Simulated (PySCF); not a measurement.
C₆H₈Si (Si(CCH)2Me2), SMILES C#C[Si](C)(C)C#C, geometry in Å:

```xyz
15

Si    -0.0520    -0.0047    -0.0306
C     -0.0185    -0.0178     1.8117
C     -0.0273    -0.0281     3.0288
H     -0.0333    -0.0374     4.1044
C      1.6919    -0.0076    -0.6244
C      2.8363    -0.0084    -1.0389
H      3.8493    -0.0092    -1.4004
C     -0.8950     1.5569    -0.6235
H     -0.8659     1.6109    -1.7224
H     -0.3914     2.4472    -0.2191
H     -1.9469     1.5751    -0.2994
C     -0.9125    -1.5496    -0.6414
H     -1.9485    -1.5862    -0.2706
H     -0.3856    -2.4483    -0.2885
H     -0.9333    -1.5690    -1.7419
```

GIAO shifts, PBE0/pcSseg-1 in PySCF 2.14.0, at a PBE0-D3(BJ)/def2-SVP geometry (no frequency check), against TMS for ¹³C computed at the same level. Gas phase, fully decoupled, line heights follow the number of nuclei, widths are arbitrary (no quadrupolar broadening); values of one conformer, averaged over methyl-type rotors and exact or near symmetry.

> Which ¹³C signals does it give?

3 signals.


```tsv
δ (ppm)	nuclei	atoms
102.3	2	C3, C6
89.1	2	C2, C5
1.1	2	C8, C12
```

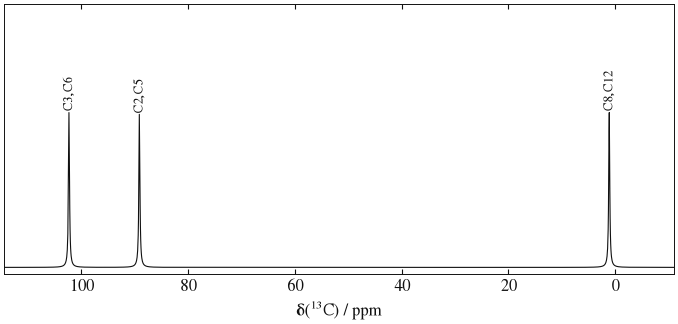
